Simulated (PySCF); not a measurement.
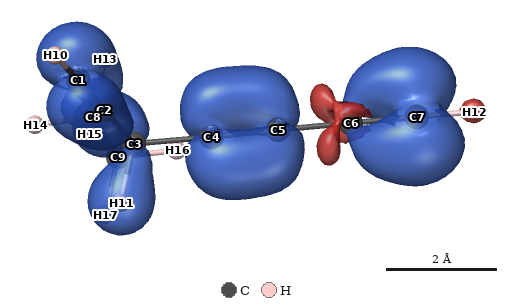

Figure 1: C₉H₈ (SMILES C#C[C@H](C#C[C]=[CH+])CC) (charge +1, doublet). Isosurfaces of the spin density at +0.015 (blue) and −0.015 e/Å³ (red), seen from one side.

Geometry: GFN2-xTB.

All numbers below come from UKS B3LYP, pcH-1 on C H, non-relativistic, mean-field spin-orbit, GIAO (PySCF 2.14.0, density-fitted response routines).

```xyz
17

C    -0.5605    3.2998    0.2406
C    -0.4800    2.1086    0.4053
C    -0.4113    0.6808    0.5813
C     0.8481    0.1375    0.2001
C     1.9214   -0.3279   -0.1560
C     3.0940   -0.8602   -0.5314
C     4.1534   -1.3500   -0.8734
C    -1.6317   -0.0427   -0.1034
C    -1.6649   -1.5275    0.1670
H    -0.6364    4.3422    0.1118
H    -0.5508    0.4684    1.6571
H     5.0723   -1.7723   -1.1700
H    -1.5347    0.1479   -1.1754
H    -2.5403    0.4407    0.2566
H    -2.5081   -1.9628   -0.3714
H    -0.7569   -2.0215   -0.1715
H    -1.8207   -1.7491    1.2217
```

### Describe the spin distribution.

The unpaired spin (1 electron) lies mostly on C7 (about 0.3), C4 (about 0.2), C5 (about 0.1) and C1 (about 0.1), in electrons by Hirshfeld's partition.
